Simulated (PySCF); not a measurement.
```xyz
2

Ga    0.0000    0.0000   -0.3599
O     0.0000    0.0000    1.5511
```

All numbers below come from PBE0/cc-pVTZ(-PP), non-relativistic Hamiltonian with scalar-relativistic core potentials where named, at a bond length of 1.911 Å in PySCF 2.14.0.

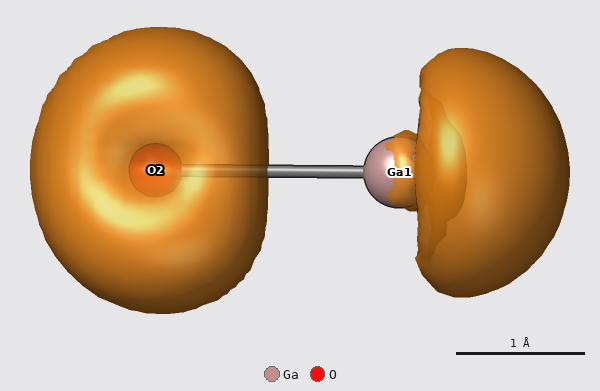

GaO (charge +1, triplet). Isosurface of the spin density at +0.06 e/Å³ (orange), seen from one side.

> Describe the spin distribution.

The unpaired spin (2 electrons) lies mostly on O2 (about 1.5) and Ga1 (about 0.5), in electrons by Hirshfeld's partition.
